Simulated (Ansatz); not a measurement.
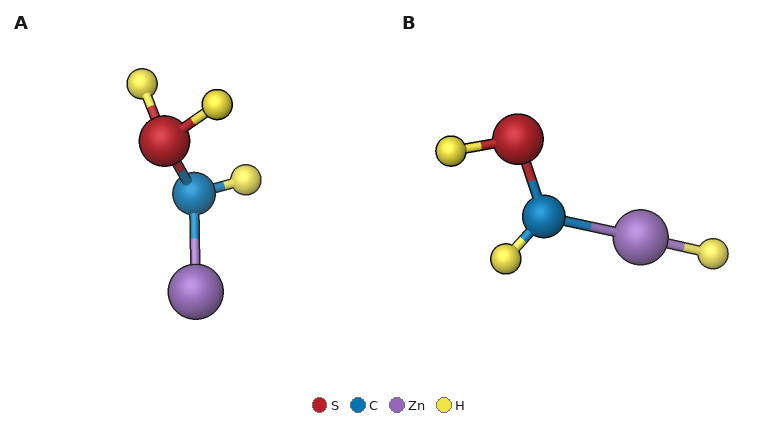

2 stationary structures of one formula. The species has charge +1 and is a spin singlet. Geometries: PBE0-D4/def2-TZVP. Electronic energies: RHF-CCSD(T) (frozen core) with 3s3p of Cu, Zn/def2-TZVPP (Ansatz 0.2.0), without zero-point energy. No frequency run is at hand to confirm each as a minimum.

> Which structure is the most stable?

B is lowest (Cs); A lies 37.4 kcal/mol above it.

Give E(B) − E(A) in kcal/mol at these levels too: r2SCAN-D4/def2-TZVPP; RHF-CCSD(T) (frozen core) with 3s3p of Cu, Zn/def2-TZVPP; PBE0-D4/def2-TZVPP; ωB97M-V/def2-TZVPP; B3LYP-D4/def2-TZVPP; PBE-D4/def2-TZVPP; PBE0-D4/def2-TZVP.

```tsv
level	E(B) − E(A) (kcal/mol)
r2SCAN-D4/def2-TZVPP	−35.8
RHF-CCSD(T) (frozen core) with 3s3p of Cu, Zn/def2-TZVPP	−37.4
PBE0-D4/def2-TZVPP	−33.4
ωB97M-V/def2-TZVPP	−39.7
B3LYP-D4/def2-TZVPP	−36.1
PBE-D4/def2-TZVPP	−31.8
PBE0-D4/def2-TZVP	−33.4
```
